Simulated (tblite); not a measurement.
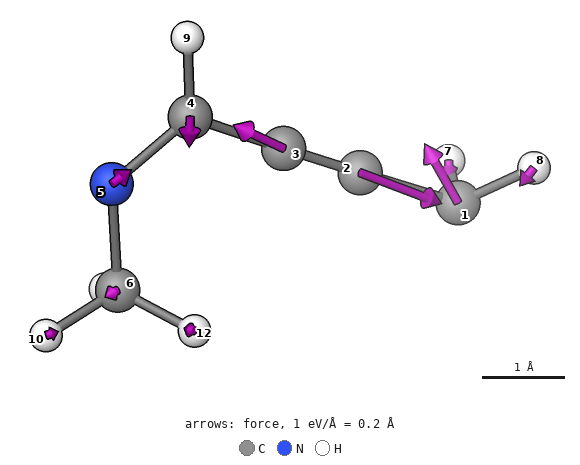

Starting geometry of C$_{5}$H$_{6}$N (multiplicity 2) with the computed forces as purple arrows. A ball-and-stick model, seen at a tilt.

The calculation used tblite 0.8.0, GFN2-xTB geometry optimisation, gas phase. 

### What follows when this structure is relaxed?

It isn't relaxed: the largest force vector, on a C atom, is 6.32 eV/Å. The final displacements have little in common with the starting forces (cosine between the two patterns 0.18). The largest move after the best rigid fit is that of an H atom, 1.29 Å. Largest moves by element: H 1.29 Å, C 0.33 Å, N 0.07 Å. Near-neighbour distances that change, for instance: C–C 1.498 → 1.335 Å, C–C 1.462 → 1.388 Å, C–H 1.129 → 1.076 Å, C–C 1.190 → 1.236 Å. Among the angles between lasting bonds that change: C–C–H 105.9° → 120.9°, H–C–H 105.4° → 118.0°, C–C–H 111.1° → 121.1°. Groups turn about C–N by about 55°. The energy falls by 1.288 eV in 110 geometry steps. The run took 0.36 s on 1 thread of Arm Neoverse V2 (shared host).
